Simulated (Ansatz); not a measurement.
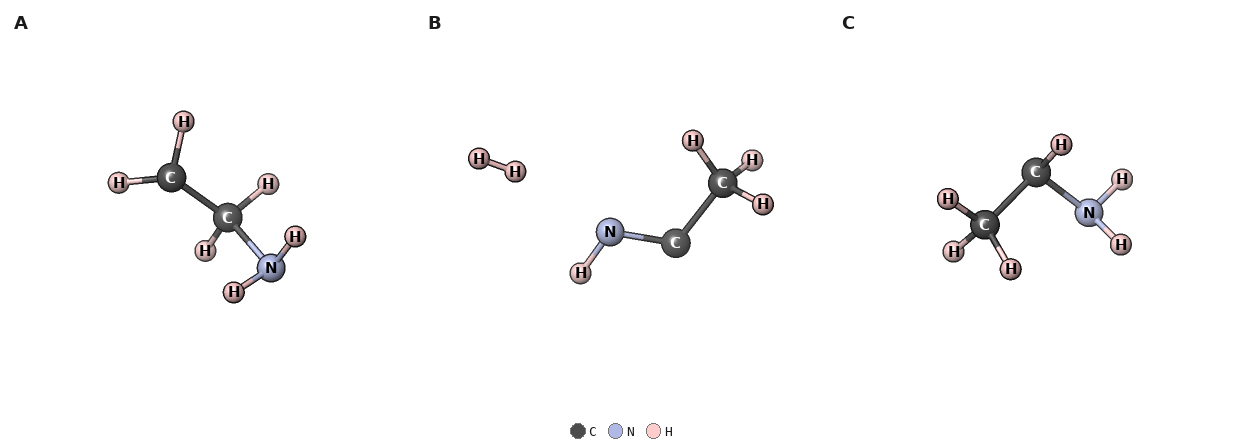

3 stationary structures of one formula. The species has charge −1 and is a spin singlet. Geometries: PBE0-D4/def2-TZVPD. Electronic energies: RHF-CCSD(T) (frozen core)/def2-TZVPPD (Ansatz 0.2.0), without zero-point energy. No frequency run is at hand to confirm each as a minimum. Each is one conformer, not always the lowest.

Question: Which structure is the most stable?

Answer: A is lowest; C lies 34.3 kJ/mol above it, B lies 58.6 kJ/mol above it.
